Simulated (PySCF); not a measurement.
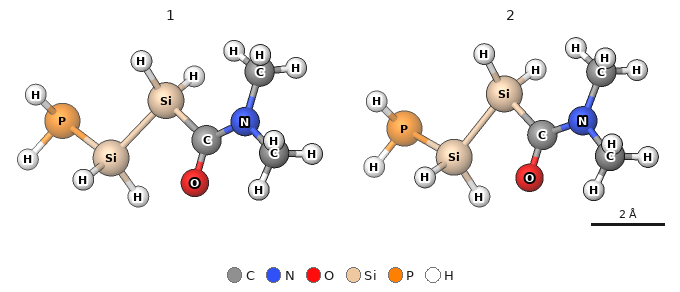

Two geometries of C3H12NOPSi2, drawn at one scale. One is the start of a relaxation, the other its converged end. The picture is a ball-and-stick view, seen at a tilt.

The calculation used PySCF 2.14.0, density-fitted response routines, PBE0-D3(BJ)/def2-SVP geometry optimisation, gas phase. 

Question: Which of the two is the end point?

Answer: Structure 1 is the relaxed one. The start comes from GFN2-xTB. Its atoms were then displaced at random by about 0.01 Å. After 8 geometry steps the energy has fallen by 0.379 eV. The atom that moves furthest after the best rigid fit is an H atom (0.30 Å). By element the largest moves are H 0.30 Å, O 0.22 Å, P 0.22 Å, C 0.19 Å, Si 0.19 Å, N 0.08 Å. Among the contacts that change: H–P 1.348 → 1.429 Å, C–H 1.050 → 1.097 Å, C–Si 1.895 → 1.939 Å, H–Si 1.458 → 1.493 Å. Among the angles between lasting bonds that change: C–Si–Si 93.0° → 101.4°, Si–Si–H 119.8° → 112.4°, Si–Si–H 119.7° → 112.6°. The run took 7.2 min on 1 thread of Intel(R) Xeon(R) Processor @ 2.50GHz (shared host).
